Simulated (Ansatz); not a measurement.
**NH2 (SMILES [NH2]) at 6 levels**

Wanted: a comparison of 6 runs (U-r2SCAN0/3-21G, U-wB97M-V/3-21G, U-wB97X/6-31G*, UPBE/6-31G*, UBCCD(T)/3-21G, UCCSDT(Q)/6-31G*) of NH2. 

The calculation is run with Ansatz 0.2.0.

48 further runs of the same task are left out: 48 set aside as unsound or not needed.

### Step 1. Starting point

The species is NH2 (3 atoms), meant as a doublet with charge 0. SMILES: `[NH2]`. The H2–N1 distance was set to 1.521 Å, away from the relaxed value. At this shape a bond of the SMILES string is far longer than usual.

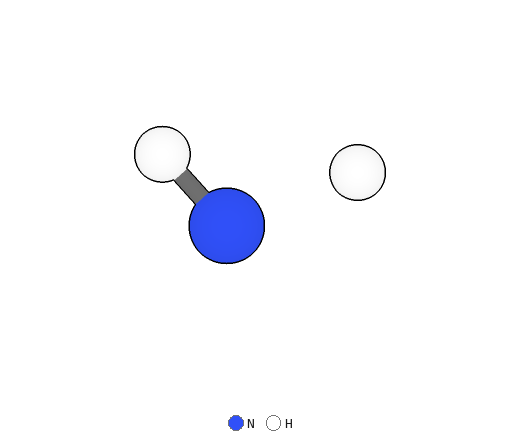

The structure, seen from a chosen angle (nitrogen blue, hydrogen white).

### Step 2. A single-point energy at U-r2SCAN0/3-21G (run 1)

Contents of in.yaml:

```yaml
crystal:
  periodic: [false, false, false]
  atoms:
    - symbol: "N"
      position_ang: [0.382979, -0.683440, 0.139765]
    - symbol: H
      position_ang: [0.155580, 0.820260, 0.174790]
    - symbol: H
      position_ang: [-0.386961, -1.139270, -0.337895]
basis:
  gaussian: {orbitals: 3-21G.json}
magnetization: {spin_polarized: true, initial_magnetization: 1}
hamiltonian: {xc: {name: r2SCAN0}}
accuracy: high
```

The basis set 3-21G is read from a file made from the Basis Set Exchange's data (not shown).

Run with:

```console
$ ansatz run in.yaml --threads 1 --pin off --max-ram 2610MiB --events-out events.jsonl --progress --plain --runs-dir runs
```

Log:

```text
Warning: RAYON_NUM_THREADS=1 ignored (pool sized by the plan → 1); use --threads N
Functional definition: r2SCAN0
  name "r2SCAN0"
  parameter a = 0.25
  parameter k0 = 0.174
  parameter k1 = 0.065
  parameter a1 = 4.9479
  exchange = (1 - a)*r2scan_x(k0 = k0, k1 = k1, a1 = a1) + a*exact_x
  correlation = r2scan_c
248 factors; integrals over basis functions are off by at most 7.4e-9 eV
mean field evaluation 1: about -1507.5664 eV, gradient 1.5e1 eV
mean field evaluation 2: about -1506.6265 eV, gradient 2.0e1 eV
mean field evaluation 4: about -1508.8334 eV, gradient 4.3e-1 eV
mean field evaluation 8: about -1508.8457 eV, gradient 7.0e-2 eV
mean field evaluation 16: about -1508.8458 eV, gradient 3.7e-5 eV
mean field -1508.84583035 eV, -55.4490615330 hartree, gradient 3.8e-8 eV, S^2 0.810196; 2 other end points of the search recorded, 0 dependent functions left out
reference -1508.84583073 eV, -55.4490615470 hartree; 5, 4 occupied and 8, 9 virtual orbitals, 248 factors
Total energy: -1508.84583073 eV, -55.4490615470 hartree
```

Run time: 2 s. Hardware: 1 thread of Arm Neoverse V1, shared host; peak memory 0.13 GiB.

### Step 3. The energy at U-wB97M-V/3-21G (run 2)

Contents of in.yaml:

```yaml
crystal:
  periodic: [false, false, false]
  atoms:
    - {symbol: "N", position_ang: [0.382979, -0.683440, 0.139765]}
    - {symbol: H, position_ang: [0.155580, 0.820260, 0.174790]}
    - {symbol: H, position_ang: [-0.386961, -1.139270, -0.337895]}
basis:
  gaussian:
    orbitals: 3-21G.json
magnetization:
  spin_polarized: true
  initial_magnetization: 1
hamiltonian:
  xc: {name: wB97M-V}
accuracy: high
```

The basis set 3-21G is read from a file made from the Basis Set Exchange's data (not shown).

Run with:

```console
$ ansatz run in.yaml --threads 1 --pin off --max-ram 2610MiB --events-out events.jsonl --progress --plain --runs-dir runs
```

Log:

```text
Warning: RAYON_NUM_THREADS=1 ignored (pool sized by the plan → 1); use --threads N
Functional definition: wB97M-V
  name "wB97M-V"
  parameter omega = 0.3/bohr
  parameter cx = 0.15
  parameter cx01 = 1.007
  parameter cx10 = 0.259
  parameter css00 = 0.443
  parameter css04 = -1.437
  parameter css10 = -4.535
  parameter css20 = -3.390
  parameter css43 = 4.278
  parameter cos00 = 1.000
  parameter cos10 = 1.358
  parameter cos20 = 2.924
  parameter cos21 = -8.812
  parameter cos60 = -1.390
  parameter cos61 = 9.142
  parameter b = 6.0
  parameter c = 0.01
  gx(w, u) = 1 - cx + cx01*u + cx10*w
  gss(w, u) = css00 + css04*u^4 + css10*w + css20*w^2 + css43*w^4*u^3
  gos(w, u) = cos00 + cos10*w + (cos20 + cos21*u)*w^2 + (cos60 + cos61*u)*w^6
  exchange = spin_sum(e_x_unif_sr(omega)*gx(b97_w, b97_u_x)) + cx*exact_x_sr(omega) + exact_x_lr(omega)
  correlation = spin_sum(e_c_pw_mod_same_spin*gss(b97_w, b97_u_same))
      + integral(e_c_pw_mod_opposite_spin*gos(b97_w_opposite, b97_u_opposite)) + vv10(b, c)
248 factors; integrals over basis functions are off by at most 7.4e-9 eV
98 factors; integrals over basis functions are off by at most 1.7e-9 eV
mean field evaluation 1: about -1508.0570 eV, gradient 1.4e1 eV
mean field evaluation 2: about -1508.4349 eV, gradient 1.2e1 eV
mean field evaluation 4: about -1509.0719 eV, gradient 3.3e-1 eV
mean field evaluation 8: about -1509.0750 eV, gradient 1.0e-1 eV
mean field evaluation 16: about -1509.0761 eV, gradient 1.3e-4 eV
mean field -1509.07608487 eV, -55.4575232303 hartree, gradient 6.5e-8 eV, S^2 0.776707; 0 other end points of the search recorded, 0 dependent functions left out
reference -1509.07608644 eV, -55.4575232881 hartree; 5, 4 occupied and 8, 9 virtual orbitals, 248 factors
Total energy: -1509.07608644 eV, -55.4575232881 hartree
```

It took 7.2 s on 1 thread of Arm Neoverse V1, shared host; peak memory 0.24 GiB.

Runs 3 to 4 aren't shown in full; the table further down has their settings and results.

### Step 4. The energy at UBCCD(T)/3-21G (run 5)

Contents of in.yaml:

```yaml
crystal:
  periodic: [false, false, false]
  atoms:
    - symbol: "N"
      position_ang: [0.382979, -0.683440, 0.139765]
    - symbol: H
      position_ang: [0.155580, 0.820260, 0.174790]
    - symbol: H
      position_ang: [-0.386961, -1.139270, -0.337895]
basis:
  gaussian: {orbitals: 3-21G.json}
magnetization: {spin_polarized: true, initial_magnetization: 1}
correlation: {method: bccd_t, frozen_orbitals: {H: 0, "N": 1}}
accuracy: high
scf: {omitted_lower_state_checks: [cluster_reference, increment]}
```

The basis set 3-21G is read from a file made from the Basis Set Exchange's data (not shown).

Run with:

```console
$ ansatz run in.yaml --threads 1 --pin off --max-ram 2610MiB --events-out events.jsonl --progress --plain --runs-dir runs
```

Log:

```text
Warning: RAYON_NUM_THREADS=1 ignored (pool sized by the plan → 1); use --threads N
[... 13 lines left out ...]
1 core orbitals not correlated: weight in the atoms' cores, before any rotation towards them, 1.000 or more for the frozen orbitals, at most 0.000 for the correlated occupied ones
[... 33 lines left out ...]
Total energy: -1504.39948594 eV, -55.2856613898 hartree
Checks for a lower state left out: cluster_reference, increment
```

It took 0.38 s on 1 thread of Arm Neoverse V1, shared host.

### Step 5. A single-point energy at UCCSDT(Q)/6-31G(d) (spherical functions) (run 6)

Contents of molecule.yaml:

```yaml
crystal:
  periodic: [false, false, false]
  atoms:
    - {symbol: N, position_ang: [0.382979, -0.683440, 0.139765]}
    - {symbol: H, position_ang: [0.155580, 0.820260, 0.174790]}
    - {symbol: H, position_ang: [-0.386961, -1.139270, -0.337895]}
basis:
  gaussian: {orbitals: 6-31G_st_-spherical.json}
magnetization: {spin_polarized: true, initial_magnetization: 1}
correlation: {method: ccsdt_q, frozen_orbitals: {H: 0, "N": 1}}
accuracy: high
scf: {omitted_lower_state_checks: [cluster_reference, increment]}
```

The basis set 6-31G* is read from a file made from the Basis Set Exchange's data (not shown).

Run with:

```console
$ ansatz run molecule.yaml --threads 1 --pin off --max-ram 2610MiB --events-out events.jsonl --progress --plain --runs-dir runs
```

Log:

```text
Warning: RAYON_NUM_THREADS=1 ignored (pool sized by the plan → 1); use --threads N
[... 14 lines left out ...]
1 core orbitals not correlated: weight in the atoms' cores, before any rotation towards them, 1.000 or more for the frozen orbitals, at most 0.000 for the correlated occupied ones
[... 35 lines left out ...]
Total energy: -1514.07837754 eV, -55.6413540956 hartree
Checks for a lower state left out: cluster_reference, increment
```

It took 2.1 s on 1 thread of Arm Neoverse V1, shared host.

### Step 6. Overview of the runs

| run | level | frozen core orbitals | energy (Eh) | ⟨S²⟩ | wall time |
| --- | --- | --- | --- | --- | --- |
| 1 | U-r2SCAN0/3-21G | – | -55.449062 | 0.810 | 2 s |
| 2 | U-wB97M-V/3-21G | – | -55.457523 | 0.777 | 7.2 s |
| 3 | U-wB97X/6-31G* (spherical functions) | – | -55.771469 | 0.772 | 3.9 s |
| 4 | UPBE/6-31G* (spherical functions) | – | -55.726008 | 0.761 | 0.7 s |
| 5 | UBCCD(T)/3-21G | 1 | -55.285661 | 1.153 | 0.38 s |
| 6 | UCCSDT(Q)/6-31G* (spherical functions) | 1 | -55.641354 | 1.144 | 2.1 s |

### Step 7. What came out

```
                                         quantity         value
                              run 6: total energy  -55.64135 Eh
run 6: correlation energy (1 core orbital frozen)    -164.4 mEh
         run 6: ⟨S²⟩ of the reference determinant         1.144
                             run 6: T1 diagnostic         0.082
```

In words: Totals of different functionals can't be ranked against each other. Spin contamination of the reference: run 5 ⟨S²⟩ = 1.15, run 6 ⟨S²⟩ = 1.14. All runs together took 16 s, the longest 7.2 s.
